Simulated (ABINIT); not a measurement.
**Quasiparticle gap of LiF (Griceite) in ABINIT**

Aim: the G0W0 gap of LiF (Griceite) on PBE, step by step.

Calculated with ABINIT 10.8.3; PBE and many-body steps on it, plane waves.

## (1) The structure

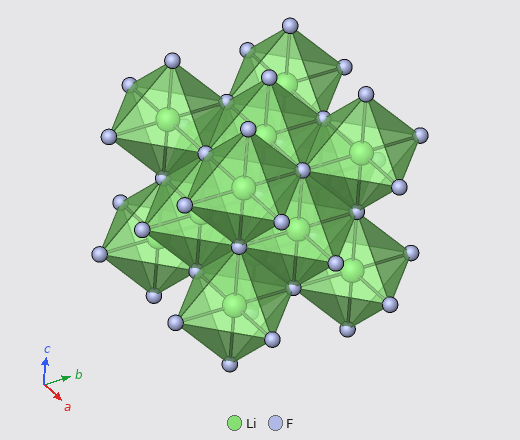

Start, viewed from a free direction; lithium green, fluorine light blue. This picture shows the conventional cell, with its axes. Some periodic images of atoms are drawn too.

As a file:

```cif
data_structure
_symmetry_space_group_name_H-M 'P 1'
_symmetry_Int_Tables_number 1
_cell_length_a 2.8482
_cell_length_b 2.8482
_cell_length_c 2.8482
_cell_angle_alpha 60.000
_cell_angle_beta 60.000
_cell_angle_gamma 60.000
_cell_volume 16.34
loop_
_atom_site_label
_atom_site_type_symbol
_atom_site_fract_x
_atom_site_fract_y
_atom_site_fract_z
_atom_site_occupancy
Li1 Li 0.00000 0.00000 0.00000 1
F2 F 0.50000 0.50000 0.50000 1
```

The cell and positions come from the Crystallography Open Database and are kept as given unless a step says otherwise.

## (2) Ground state

This step: ABINIT 10.8.3; DFT, PBE, plane waves, norm-conserving pseudopotentials.

The ground-state density comes first.

Input file run.abi:

```
acell 3*1.0 Angstrom
rprim 
  -0.000000000000 2.014000000000 2.014000000000
  2.014000000000 -0.000000000000 2.014000000000
  2.014000000000 2.014000000000 -0.000000000000
ntypat 2
znucl 3 9
natom 2
typat 1 2
xred 
  0.000000000000 0.000000000000 0.000000000000
  0.500000000000 0.500000000000 0.500000000000
pp_dirpath "pseudos"
pseudos "Li.upf, F.upf"
ecut 36
ngkpt 8 8 8
nshiftk 1
shiftk 0 0 0
kptopt 1
chksymbreak 0
nband 10
occopt 1
tolvrs 1e-10
nstep 60
prtwf 0
optforces 0
optstress 0
indata_prefix "in"
outdata_prefix "out"
tmpdata_prefix "tmp"
```

Command:

```sh
$ OMP_NUM_THREADS=1 mpirun -n 4 abinit run.abi > log
```

Numbers of over 12 decimals in the logs are rounded to 6 here.

What it wrote:

```text
.Version 10.8.3 of ABINIT. v10.8.2 released Aug 2026.

 Symmetries : space group Fm -3 m (#225); Bravais cF (face-center cubic)
================================================================================
 Values of the parameters that define the memory need of the present run
     intxc =       0    ionmov =       0      iscf =       7    lmnmax =       5
     lnmax =       5     mgfft =      30  mpssoang =       3    mqgrid =    3001
     natom =       2  nloc_mem =       1    nspden =       1   nspinor =       1
    nsppol =       1      nsym =      48    n1xccc =    2501    ntypat =       2
    occopt =       1   xclevel =       2
-    mband =          10        mffmem =           1         mkmem =           8
       mpw =        1155          nfft =       27000          nkpt =          29
================================================================================
  Rough estimation (10% accuracy) of disk space for files :
================================================================================

--------------------------------------------------------------------------------
------------- Echo of variables that govern the present computation ------------
--------------------------------------------------------------------------------
 -outvars: echo values of preprocessed input variables --------
            acell      1.8897261259E+00  1.8897261259E+00  1.8897261259E+00 Bohr

      chksymbreak           0
             ecut      3.60000000E+01 Hartree
-          fftalg         312

              ixc     -101130
              kpt      0.00000000E+00  0.00000000E+00  0.00000000E+00
                       1.25000000E-01  0.00000000E+00  0.00000000E+00
                       2.50000000E-01  0.00000000E+00  0.00000000E+00
                       3.75000000E-01  0.00000000E+00  0.00000000E+00
                       5.00000000E-01  0.00000000E+00  0.00000000E+00
                       1.25000000E-01  1.25000000E-01  0.00000000E+00
                       2.50000000E-01  1.25000000E-01  0.00000000E+00
                       3.75000000E-01  1.25000000E-01  0.00000000E+00
                       5.00000000E-01  1.25000000E-01  0.00000000E+00
   [... 18 further rows ...]
                      -3.75000000E-01  5.00000000E-01  1.25000000E-01
                      -2.50000000E-01  5.00000000E-01  2.50000000E-01
         kptrlatt        8    0    0      0    8    0      0    0    8
          kptrlen      4.30589384E+01
P           mkmem           8
            natom           2
            nband          10
            ngfft          30      30      30
             nkpt          29
            nstep          60
             nsym          48
           ntypat           2
              occ      2.000000  2.000000  2.000000  2.000000  2.000000  0.000000
                       0.000000  0.000000  0.000000  0.000000
        optforces           0
        optstress           0
            prtwf           0
            rprim     -0.0000000000E+00  2.0140000000E+00  2.0140000000E+00
[...]
spgroup         225

           tolvrs      1.00000000E-10

             xred      0.0000000000E+00  0.0000000000E+00  0.0000000000E+00
[...]
znucl        3.00000    9.00000

================================================================================

 chkinp: Checking input parameters for consistency.

================================================================================
== DATASET  1 ==================================================================
-   mpi_nproc: 4, omp_nthreads: 1 (-1 if OMP is not activated)

--- !DatasetInfo
iteration_state: {dtset: 1, }
dimensions: {natom: 2, nkpt: 29, mband: 10, nsppol: 1, nspinor: 1, nspden: 1, mpw: 1155, }
cutoff_energies: {ecut:  36.0, pawecutdg:  -1.0, }
electrons: {nelect:   1.00000000E+01, charge:   0.00000000E+00, occopt:   1.00000000E+00, tsmear:   1.00000000E-02, }

 Real(R)+Recip(G) space primitive vectors, cartesian coordinates (Bohr,Bohr^-1):
 R(1)=  0.0000000  3.8059084  3.8059084  G(1)= -0.1313747  0.1313747  0.1313747
 R(2)=  3.8059084  0.0000000  3.8059084  G(2)=  0.1313747 -0.1313747  0.1313747
 R(3)=  3.8059084  3.8059084  0.0000000  G(3)=  0.1313747  0.1313747 -0.1313747
 Unit cell volume ucvol=  1.1025670E+02 bohr^3
 Angles (23,13,12)=  6.00000000E+01  6.00000000E+01  6.00000000E+01 degrees

 getcut: wavevector=  0.0000  0.0000  0.0000  ngfft=  30  30  30
         ecut(hartree)=     36.000   => boxcut(ratio)=   2.06592

--- Pseudopotential description ------------------------------------------------
- Li Generated using ONCVPSP code by D. R. Hamann
-  3.00000   3.00000  171031                  znucl, zion, pspdat
12 -101130 1 -1 1944                          pspcod,pspxc,lmax,lloc,mmax
     nproj     2     2     0
  pspatm : epsatm=    2.74360059
         --- l  ekb(1:nproj) -->
[...]
pspatm: atomic psp has been read  and splines computed

- F Generated using ONCVPSP code by D. R. Hamann
-  9.00000   7.00000  171031                  znucl, zion, pspdat
12 -101130 2 -1 832                           pspcod,pspxc,lmax,lloc,mmax
     nproj     2     2     1
  pspatm : epsatm=    4.87625608
         --- l  ekb(1:nproj) -->
[...]
1   -3.955629   -1.291931
             2   -2.441503
 pspatm: atomic psp has been read  and splines computed

   7.61985667E+01                                ecore*ucvol(ha*bohr**3)
--------------------------------------------------------------------------------

_setup2: Arith. and geom. avg. npw (full set) are    1137.021    1137.006

================================================================================

--- !BeginCycle
iteration_state: {dtset: 1, }
solver: {iscf: 7, nstep: 60, nline: 4, wfoptalg: 0, }
tolerances: {tolvrs: 1.00E-10, }

     iter   Etot(hartree)      deltaE(h)  residm     vres2
 ETOT  1  -31.947926793313    -3.195E+01 1.669E-01 1.045E+02
 ETOT  2  -31.964561375793    -1.663E-02 8.094E-04 7.177E+01
 ETOT  3  -31.990029328046    -2.547E-02 1.499E-03 2.299E+00
 ETOT  4  -31.990759094639    -7.298E-04 6.646E-04 9.345E-03
 ETOT  5  -31.990761378694    -2.284E-06 1.832E-04 1.498E-04
 ETOT  6  -31.990761394038    -1.534E-08 9.196E-05 6.269E-06
 ETOT  7  -31.990761394117    -7.883E-11 1.076E-04 1.867E-08
 ETOT  8  -31.990761394121    -4.121E-12 4.822E-05 1.008E-10
 ETOT  9  -31.990761394121    -2.665E-13 5.416E-05 1.898E-12

 At SCF step    9       vres2   =  1.90E-12 < tolvrs=  1.00E-10 =>converged.

--- !ResultsGS
iteration_state: {dtset: 1, }
comment   : Summary of ground state results
lattice_vectors:
- [ -0.0000000,   3.8059084,   3.8059084, ]
- [  3.8059084,  -0.0000000,   3.8059084, ]
- [  3.8059084,   3.8059084,  -0.0000000, ]
lattice_lengths: [   5.38237,    5.38237,    5.38237, ]
lattice_angles: [ 60.000,  60.000,  60.000, ] # degrees, (23, 13, 12)
lattice_volume:   1.1025670E+02
convergence: {deltae: -2.665E-13, res2:  1.898E-12, residm:  5.416E-05, diffor:  0.000E+00, }
etotal    :  -3.19907614E+01
entropy   :   0.00000000E+00
fermie    :  -3.57929276E-02
cartesian_stress_tensor: null
pressure_GPa: null
xred      :
- [  0.0000E+00,   0.0000E+00,   0.0000E+00, Li]
- [  5.0000E-01,   5.0000E-01,   5.0000E-01,  F]
cartesian_forces: null
force_length_stats: {min: null, max: null, mean: null, }

 Integrated electronic density in atomic spheres:
 ------------------------------------------------
 Atom  Sphere_radius  Integrated_density
    1        2.00000          2.33072837
    2        2.00000          7.09534579
================================================================================

 ----iterations are completed or convergence reached----

 Mean square residual over all n,k,spin=   30.366E-08; max=  54.155E-06
 reduced coordinates (array xred) for    2 atoms
       0.000000000000      0.000000000000      0.000000000000
       0.500000000000      0.500000000000      0.500000000000
 rms dE/dt=  0.0000E+00; max dE/dt=  0.0000E+00; dE/dt below (all hartree)
    1       0.000000000000      0.000000000000      0.000000000000
    2       0.000000000000      0.000000000000      0.000000000000

 cartesian coordinates (angstrom) at end:
    1      0.000000     0.000000     0.000000
    2      2.014000     2.014000     2.014000
 length scales=  1.889726125908  1.889726125908  1.889726125908 bohr
              =  1.000000000000  1.000000000000  1.000000000000 angstroms
 prteigrs : about to open file out_EIG
 Fermi (or HOMO) energy (hartree) =  -0.03579   Average Vxc (hartree)=  -0.36444
 Eigenvalues (hartree) for nkpt=  29  k points:
 kpt#   1, nband= 10, wtk=  0.00195, kpt=  0.0000  0.0000  0.0000 (reduced coord)
  -1.53679   -0.76691   -0.03579   -0.03579   -0.03579    0.29916    0.84586    0.84586
   0.84586    0.86111
 prteigrs : prtvol=0 or 1, do not print more k-points.

--- !EnergyTerms
iteration_state     : {dtset: 1, }
comment             : Components of total free energy in Hartree
kinetic             :  2.15157252958555E+01
hartree             :  8.33874810505752E+00
xc                  : -7.30237829568626E+00
Ewald energy        : -2.04741383175823E+01
psp_core            :  6.91101453022233E-01
local_psp           : -2.75093152449752E+01
non_local_psp       : -7.25050438981244E+00
total_energy        : -3.19907613941210E+01
total_energy_eV     : -8.70512964598444E+02
band_energy         : -5.03991163694277E+00

== END DATASET(S) ==============================================================
================================================================================

 -outvars: echo values of variables after computation  --------
           etotal     -3.1990761394E+01
            nband          10
             nkpt          29
          spgroup         225
 [... the other variables as echoed above ...]

 Calculation completed.
```

Wall time 7.8 s (4 MPI ranks of Intel Xeon Platinum 8175M at 2.50GHz (Skylake/Cascade Lake), shared host); peak memory 0.28 GiB; 30 s of CPU time.

This step gave:

* total energy: -870.5130 eV
* gap: 9.114 eV
* k of the valence top: 0, 0, 0
* k of the conduction bottom: 0, 0, 0
* least direct gap: 9.114 eV

The gap is direct, at Γ.

(Continued in part 2 of 3.)

[Paths, hosts, dates, memory and timing lines, banners, echoed tables and standing remarks are left out of the program output.]

[Logs are printed without paths, hosts, clocks, repeated set-up lines and the standing remarks that a program may print on its own settings, such as how far it seeks lower states.]

[Runs of the session that timed out or met a known fault of the program may be left out.]

[Hosts, paths, dates, database ids (printed as entryN), source tags and the programs' standing remarks are cut or masked in the printed files.]

[G0W0 gaps are taken among the corrected bands and points alone; a level outside them can change the order at an edge.]

[Where Ansatz stands beside ABINIT at settings called matched, ABINIT's density can come from a denser mesh and the files from another edition; pairs whose starting gaps differed by over 0.03 eV were left out, so agreement reads better than it is.]
